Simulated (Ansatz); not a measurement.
**GaH···H2O: density, localisation and related maps**

```yaml
atoms:
  - { symbol: Ga, position_ang: [-0.2702, -0.3921, -1.0038] }
  - { symbol: O, position_ang: [1.2263, 0.3121, 1.4731] }
  - { symbol: H, position_ang: [0.9890, -0.3945, 2.0866] }
  - { symbol: H, position_ang: [1.8042, -0.1440, 0.8210] }
  - { symbol: H, position_ang: [-1.7040, 0.3371, -0.5484] }
```

Not at a stationary point (largest force 1.0 eV/Å).

All numbers below come from RKS PBE0/def2-SVP in Ansatz.

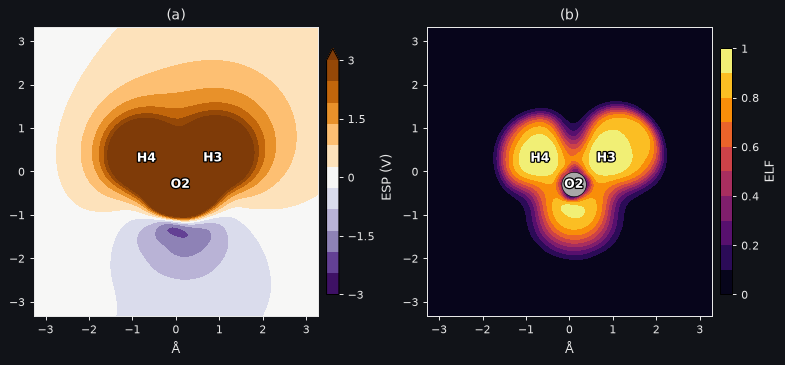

Figure 1. (a) molecular electrostatic potential; (b) electron localisation function on the plane of atoms H3, O2 and H4. Grey discs cover the atomic cores in the ELF map.

Interpret the plot.

- Atoms in the plane: O and H.
- O–H (0.97 Å): the ELF climbs to about 1 towards the hydrogen, as it does in any bond to H; an ordinary covalent bond to hydrogen.
- The ELF also peaks beside O2, away from the bonds: lone-pair regions.
- Outside the dense part of the complex the potential is most negative (−2.0 V) near O2.

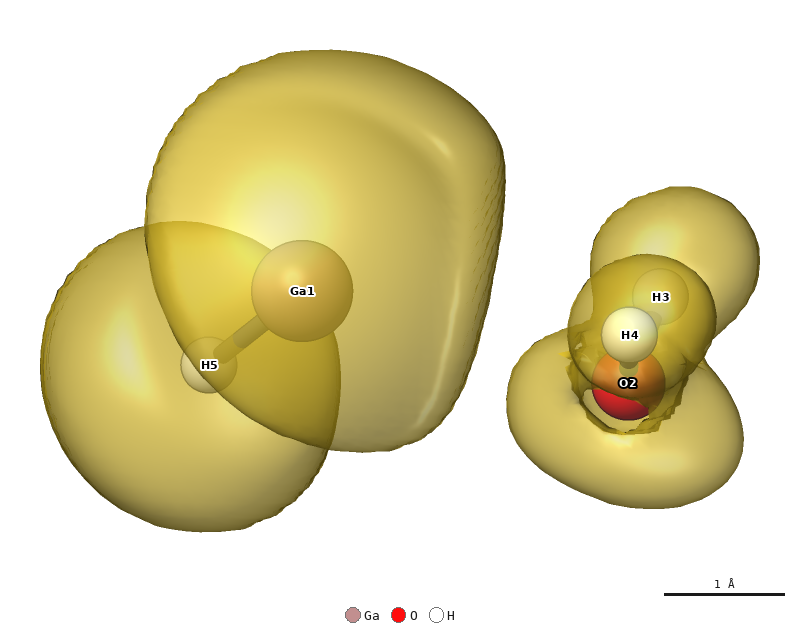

Figure 2. Isosurface of the ELF at 0.8 (yellow), seen from one side. Core shells and regions of very low density are left out.

Describe the localisation domains.

The surface consists of one region around a hydrogen nucleus, one lobe on Ga, pointing away from the bonds (lone pairs) and one joined region spread over several atoms (H, O), in which their bonds and any lone pairs are merged. Profiles from the grid: Ga1···O2 (2.98 Å): the ELF dips to about 0.10 between them.

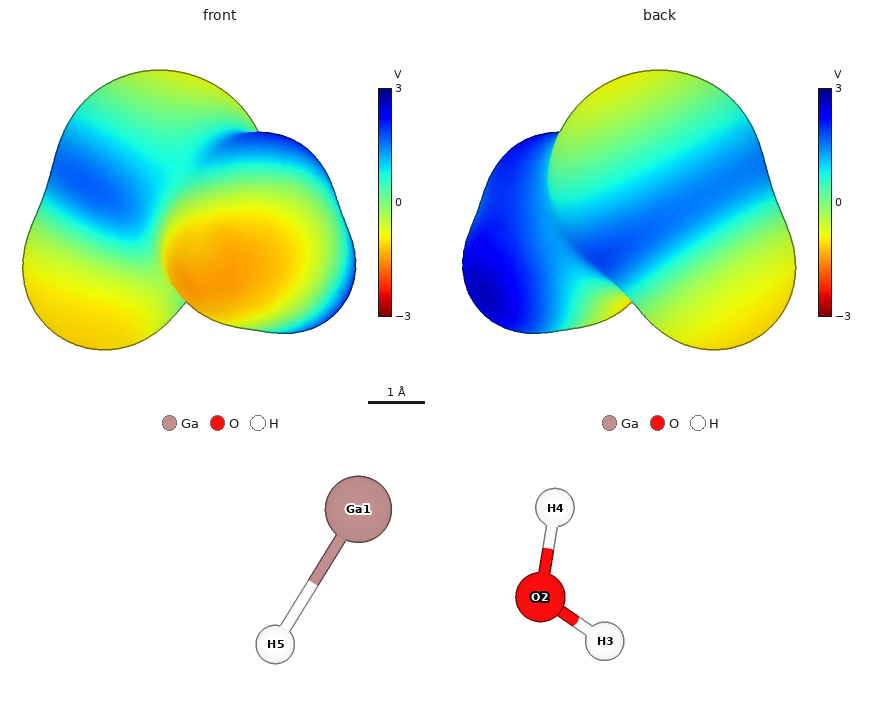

Figure 3. The molecular electrostatic potential painted on the density surface at 0.002 e/bohr³, seen from the front and from behind; red is negative and blue positive. The bare structure is drawn below in the same view.

Describe the electrostatic potential map.

The most negative region (about −1.5 V, or −35 kcal/mol for a unit charge) lies over O2, the most positive (about +2.6 V, or +60 kcal/mol for a unit charge) over H3. O2 is the likeliest acceptor of a hydrogen bond.
